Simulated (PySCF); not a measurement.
# One shape, several levels: CH5Si (SMILES [CH2][SiH3])

Wanted: a comparison of 3 runs (U-r2SCAN/STO-3G, UB2PLYP/STO-3G, UCCSDT/STO-3G) of CH5Si. 

The calculation is run with PySCF 2.14.0.

4 further runs of the same task are left out: 4 set aside as unsound or not needed.

## Step 1: Starting point

CH5Si: 7 atoms, total charge 0, spin state doublet. SMILES: `[CH2][SiH3]`. The Si2–H6 distance was set to 1.785 Å, away from the relaxed value.

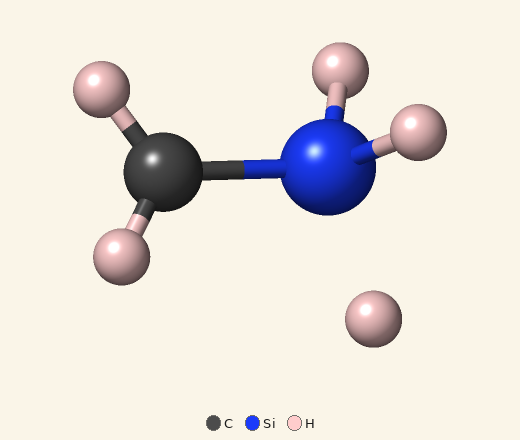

The structure, seen from a chosen angle (carbon dark grey, silicon blue, hydrogen pink).

## Step 2: The energy at U-r2SCAN/STO-3G (run 1)

input.xyz reads:

```xyz
7

C     -0.002189    -1.245069    -0.150772
Si     0.302711     0.567731    -0.227172
H     -0.968589    -1.664269     0.110328
H      0.758711    -1.976869    -0.401972
H     -0.020789     1.114531    -1.577272
H     -0.719700     1.420100     0.961800
H      1.733511     0.863531     0.050328
```

calc.py reads:

```python
from pyscf import gto, dft

molecule = gto.Mole()
molecule.atom = 'input.xyz'
molecule.spin = 1
molecule.verbose = 4
molecule.basis = 'sto-3g'
molecule.max_memory = 1860
molecule.build()

mf = dft.UKS(molecule, xc='r2scan')
mf.conv_tol = 1e-10
mf.grids.level = 5
mf.kernel()
if not mf.converged:
    mf = mf.newton().run(mf.mo_coeff, mf.mo_occ)

e_final = mf.e_tot
print('Final energy', e_final)
```

On the command line:

```bash
$ OMP_NUM_THREADS=1 python calc.py
```

The log of the run:

```text
PySCF version 2.14.0

[... 59 lines left out ...]
WARN: HOMO -0.167695642995425 >= LUMO -0.167695642995424
[... 46 lines left out ...]
converged SCF energy = -326.616527377032  <S^2> = 0.75734721  2S+1 = 2.0073338
Final energy -326.6165273770322
```

Run time: 5.1 s. Hardware: 1 thread of Intel Xeon 6975P-C (Granite Rapids), shared host; peak memory 0.24 GiB.

## Step 3: A single-point energy at UB2PLYP/STO-3G (run 2)

calc.py reads:

```python
from pyscf import gto, dft, mp

molecule = gto.M(
    atom='''
C     -0.002189    -1.245069    -0.150772
Si     0.302711     0.567731    -0.227172
H     -0.968589    -1.664269     0.110328
H      0.758711    -1.976869    -0.401972
H     -0.020789     1.114531    -1.577272
H     -0.719700     1.420100     0.961800
H      1.733511     0.863531     0.050328
''',
    basis='sto-3g',
    spin=1,
    verbose=3,
    max_memory=1860,
)

mf = dft.UKS(molecule)
mf.xc = '0.53*HF + 0.47*B88, 0.73*LYP'
mf.grids.level = 5
mf.conv_tol = 1e-10
mf.kernel()
if not mf.converged:
    mf = mf.newton().run(mf.mo_coeff, mf.mo_occ)

pt = mp.MP2(mf, frozen=6).run()
etot = mf.e_tot + 0.27 * pt.e_corr
print('PT2 part  %.8f' % (0.27 * pt.e_corr))
print('E = %.10f Eh' % etot)
```

On the command line:

```bash
$ OMP_NUM_THREADS=1 python calc.py
```

The log of the run:

```text
converged SCF energy = -326.403123104462  <S^2> = 0.75806385  2S+1 = 2.0080477
E(UMP2) = -326.511151072547  E_corr = -0.108027968085248
E(SCS-UMP2) = -326.527128585189  E_corr = -0.124005480726848
PT2 part  -0.02916755
E = -326.4322906558 Eh
```

It took 3.6 s on 1 thread of Intel Xeon 6975P-C (Granite Rapids), shared host; peak memory 0.21 GiB.

## Step 4: A single-point energy at UCCSDT/STO-3G (run 3)

calc.py reads:

```python
from pyscf import gto, scf, cc

molecule = gto.M(
    atom='''
C     -0.002189    -1.245069    -0.150772
Si     0.302711     0.567731    -0.227172
H     -0.968589    -1.664269     0.110328
H      0.758711    -1.976869    -0.401972
H     -0.020789     1.114531    -1.577272
H     -0.719700     1.420100     0.961800
H      1.733511     0.863531     0.050328
''',
    max_memory=1860,
    spin=1,
    verbose=3,
    basis='sto-3g',
)

mf = scf.UHF(molecule)
mf.conv_tol = 1e-10
mf.kernel()
if not mf.converged:
    mf = mf.newton().run(mf.mo_coeff, mf.mo_occ)

mycc = cc.CCSDT(mf, frozen=6)
mycc.kernel()
energy = mycc.e_tot
print('E(%s) = %.9f' % ('CCSDT', energy))
```

On the command line:

```bash
$ OMP_NUM_THREADS=1 python calc.py
```

The log of the run:

```text
converged SCF energy = -325.815780200172  <S^2> = 0.76803381  2S+1 = 2.0179532
_make_eris_incore_UCCSDT

WARN: A large `blksize_v_aaa` is being used, which may cause large memory consumption
      for storing contraction intermediates. If memory is sufficient, consider using
      `pyscf.cc.uccsdt_highm.UCCSDT` instead.

WARN: A large `blksize_v_aab` is being used, which may cause large memory consumption
      for storing contraction intermediates. If memory is sufficient, consider using
      `pyscf.cc.uccsdt_highm.UCCSDT` instead.

UCCSDT converged
E(UCCSDT) = -325.9420308803223   E_corr = -0.1262506801498685
E_corr(same-spin) = -0.00440637795782504
E_corr(oppo-spin) = -0.121844302192043
E(CCSDT) = -325.942030880
```

Wall time 1.7 s (1 thread of Intel Xeon 6975P-C (Granite Rapids), shared host); peak memory 0.11 GiB.

## Step 5: The series

```tsv
run	level	frozen core orbitals	integration grid	energy (Eh)	dipole moment (D) of the reference	HOMO energy (eV)	LUMO energy (eV)	wall time
1	U-r2SCAN/STO-3G	–	5	-326.616527	0.36	-3.42	1.29	5.1 s
2	UB2PLYP/STO-3G	6	5	-326.432291	0.33	-6.08	4.14	3.6 s
3	UCCSDT/STO-3G	6	–	-325.942031	0.34	-8.80	8.22	1.7 s
```

## Step 6: Results

| quantity | value |
| --- | --- |
| run 3: total energy | -325.94203 Eh |
| run 3: dipole moment (Hartree–Fock density) | 0.34 D |
| run 3: HOMO energy (Hartree–Fock orbitals) (highest over α and β) | -8.80 eV |
| run 3: LUMO energy (Hartree–Fock orbitals) (lowest over α and β) | 8.22 eV |
| run 3: correlation energy (6 core orbitals frozen) | -126.3 mEh |
| run 3: ⟨S²⟩ of the reference determinant | 0.768 |
| run 3: T1 diagnostic | 0.007 |

In words: Totals of different functionals can't be ranked against each other. In runs 1, 2, 3 the basis is minimal, so the values are rough. All runs together took 10 s, the longest 5.1 s.
